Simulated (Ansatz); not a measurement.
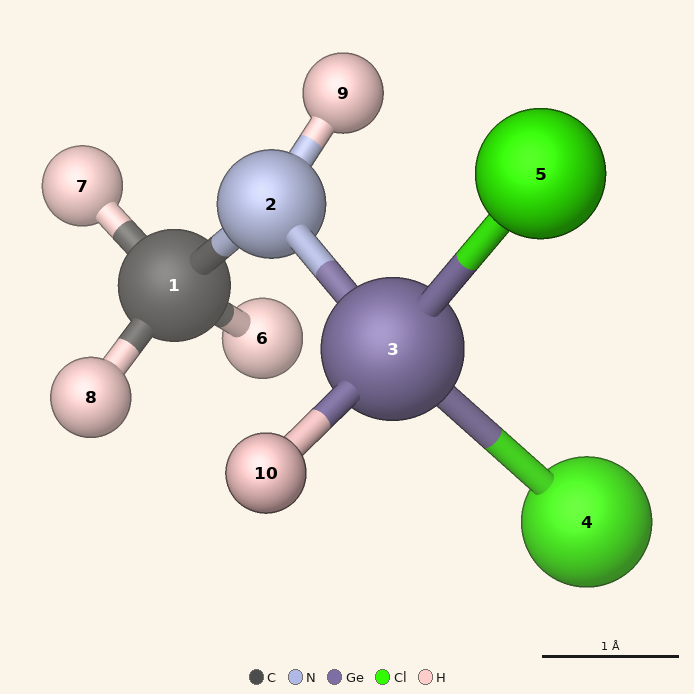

Orthographic view. Atoms fade into the background with distance from the viewer. The geometry was computed by an optimisation with PBE0-D4/def2-TZVP.

Give the geometry as a Z-matrix, atoms in numerical order, with these reference atoms: 2 to 1; 3 to 2, 1; 4 to 3, 2, 1; 5 to 3, 2, 1; 6 to 1, 2, 3; 7 to 1, 6, 2; 8 to 1, 7, 6; 9 to 2, 1, 7; 10 to 3, 2, 9.

```
C  
N    1   1.454
Ge   2   1.807   1   119.1
Cl   3   2.160   2   112.7   1    55.5
Cl   3   2.136   2   106.4   1   173.0
H    1   1.097   2   114.0   3   -72.2
H    1   1.093   6   108.5   2   122.6
H    1   1.093   7   107.0   6  -115.9
H    2   1.011   1   113.0   7   -58.1
H    3   1.527   2   112.3   9   158.8
```
